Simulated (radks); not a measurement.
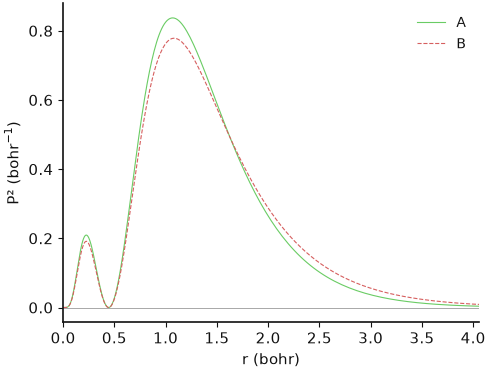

The palladium ion Pd⁺ was computed in two configurations: [Kr] 4d8 5f1 (open shells shared over both j by 2j + 1); [Kr] 4d9 (open shells shared over both j by 2j + 1). Method: Dirac Kohn-Sham, PBE, spin-unpolarised, spherical densities, point nucleus; computed with the in-house radial solver radks.

The plot shows P² of the 4d3/2 orbital in both runs (large components where relativistic).

Q: Which curve belongs to which run?

Answer: A is [Kr] 4d8 5f1 (open shells shared over both j by 2j + 1) (⟨r⟩ = 1.36 bohr, eigenvalue −25.2 eV); B is [Kr] 4d9 (open shells shared over both j by 2j + 1) (⟨r⟩ = 1.45 bohr, eigenvalue −14.9 eV). The orbital is smaller where the other electrons screen the nucleus less.
